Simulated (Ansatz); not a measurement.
## Electronic structure of H₇Li₆ (doublet) in real space

Input file:

```
crystal:
  periodic: [false, false, false]
  atoms:
    - {symbol: Li, position_ang: [-1.269539, 0.178614, -1.246916]}
    - {symbol: Li, position_ang: [1.202280, -0.323265, -2.024729]}
    - {symbol: Li, position_ang: [2.261745, 0.000008, 1.405882]}
    - {symbol: Li, position_ang: [0.323667, -1.198702, 0.227056]}
    - {symbol: Li, position_ang: [0.827634, 1.573750, -0.013532]}
    - {symbol: Li, position_ang: [-0.029076, 0.475260, 2.128891]}
    - {symbol: H, position_ang: [-0.234984, -1.264407, -1.517656]}
    - {symbol: H, position_ang: [-3.214787, -0.431107, -1.105958]}
    - {symbol: H, position_ang: [-0.722365, 0.467196, 0.444599]}
    - {symbol: H, position_ang: [1.860133, -0.065567, -0.367796]}
    - {symbol: H, position_ang: [-3.285193, 0.116282, -1.617915]}
    - {symbol: H, position_ang: [0.907779, -1.067130, 1.961945]}
    - {symbol: H, position_ang: [1.372695, 1.539079, 1.726129]}
basis:
  gaussian: {orbitals: def2-TZVP, initial_orbitals: start.molden}
magnetization: {spin_polarized: true, initial_magnetization: 1}
hamiltonian: {xc: pbe0, dispersion: d4}
output: {forces: true, orbitals: {seedname: orbitals}}
```

Launched as:

```sh
ansatz run in.yaml --threads 4 --pin off --events-out ev --progress --plain --max-ram 3916MiB
```

Geometry: PBE0-D4/def2-TZVP.

Level of theory: UKS PBE0-D4/def2-TZVP in Ansatz.

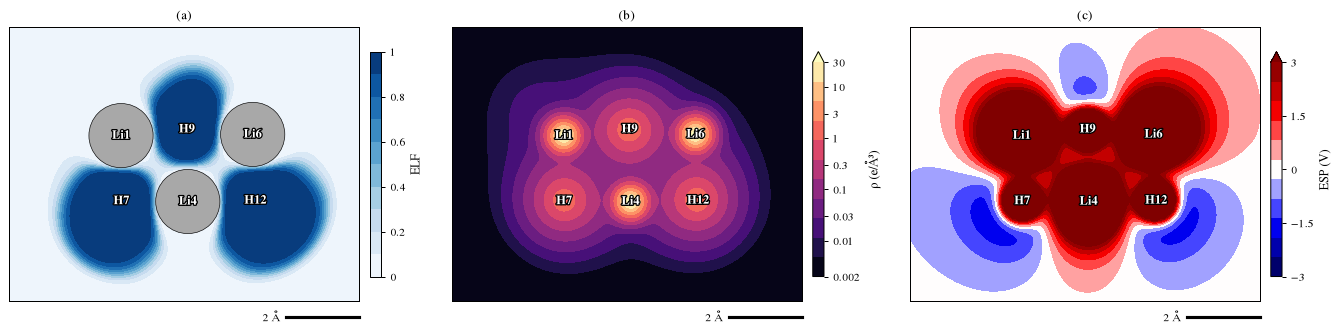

Figure 1. (a) ELF; (b) total electron density; (c) molecular electrostatic potential on the plane of atoms Li6, Li4 and H9. Grey discs cover the atomic cores in the ELF map.

### What does the map show?

Atoms in the plane: Li and H. Li–Li (2.57 Å): the density is about 0.1 e/Å³ at the midpoint; the ELF is about 0.20 at the midpoint. Li–H (1.80 Å): the density is about 0.19 e/Å³ at the midpoint; the ELF climbs to about 1 towards the hydrogen. Outside the dense part of the molecule the potential is most negative (−1.7 V) near H7.

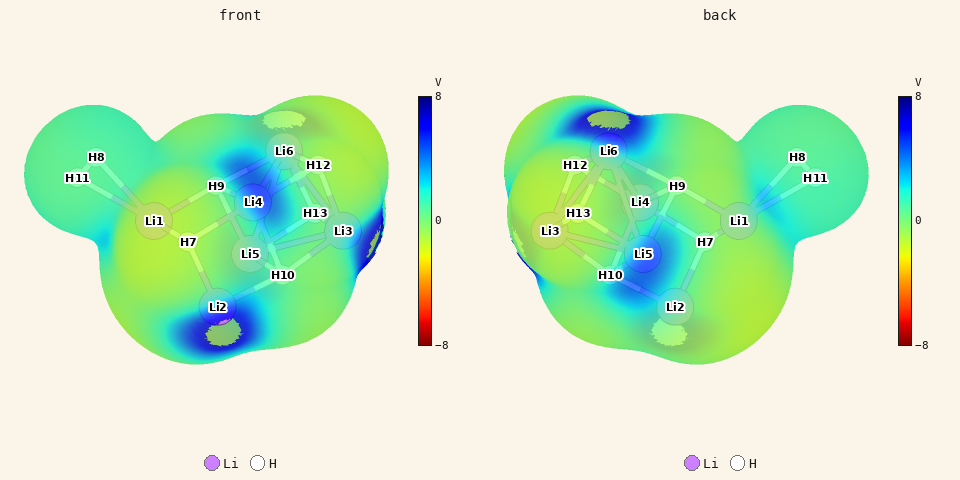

Figure 2. The molecular electrostatic potential painted on the density surface at 0.002 e/bohr³, seen from the front and from behind; the colour scale runs from red (negative) to blue (positive).

### Where is the surface potential most negative and most positive?

The most negative region (about −1.5 V) lies over H7, H12 and H13, the most positive (about +6.6 V) over Li2, Li3 and Li6.

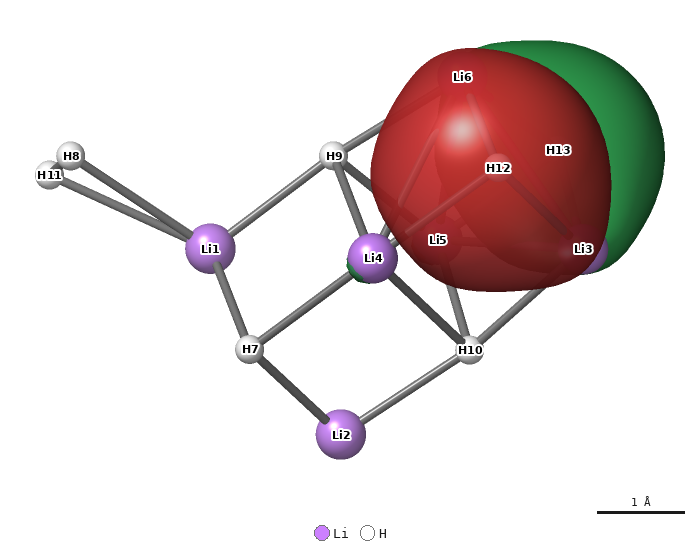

Figure 3. The HOMO−1 (β) at ±0.1 Å⁻³ᐟ² (green and red are the two phases), seen across its widest extent.

### What is the character of this orbital?

Its weight (Hirshfeld) is mainly on H12 (about 35 %), H13 (about 30 %), Li6 (about 10 %), Li3 (about 10 %), Li4 (about 5 %) and Li5 (about 5 %). Its energy is −6.69 eV.
